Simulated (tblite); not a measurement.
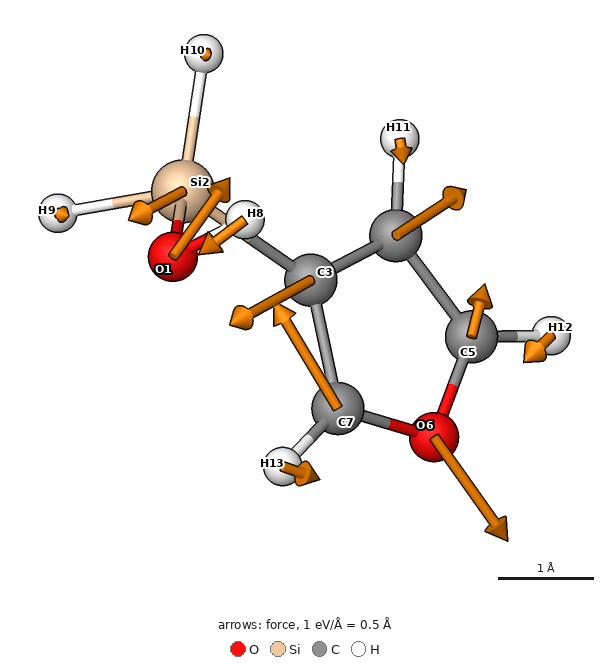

Starting geometry of C4H6O2Si with the computed forces as orange arrows. Style: ball-and-stick. Shown from a free direction.

Level of theory: GFN2-xTB geometry optimisation, gas phase (tblite). 

What follows when this structure is relaxed?

It isn't relaxed: the largest force vector, on O atoms, is 2.80 eV/Å. The final displacements have little in common with the starting forces (cosine between the two patterns 0.17). The largest move after the best rigid fit is that of an H atom, 0.72 Å. By element the largest moves are H 0.72 Å, O 0.39 Å, C 0.30 Å, Si 0.12 Å. Among the contacts that change: O–Si 1.720 → 1.627 Å, C–C 1.357 → 1.425 Å, C–O 1.301 → 1.343 Å, C–C 1.398 → 1.366 Å. Among the angles between lasting bonds that change: Si–O–H 104.4° → 122.1°, O–C–H 130.9° → 117.0°, C–C–H 122.2° → 131.2°. Groups turn about C–Si by about 25°. The energy falls by 56.7 kJ/mol in 99 geometry steps.
